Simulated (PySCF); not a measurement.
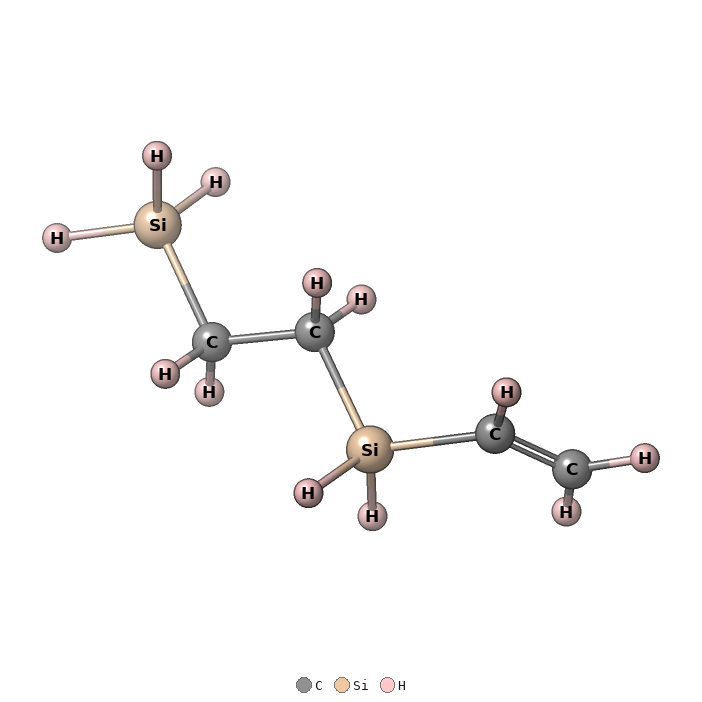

Orthographic view. Distant atoms are faded towards the background colour. The computed structure is the end point of a PBE0-D3(BJ)/def2-SVP optimisation. No frequency run is at hand to confirm it as a minimum.

> Write the InChI string.

InChI=1S/C4H12Si2/c1-2-6-4-3-5/h2H,1,3-4,6H2,5H3
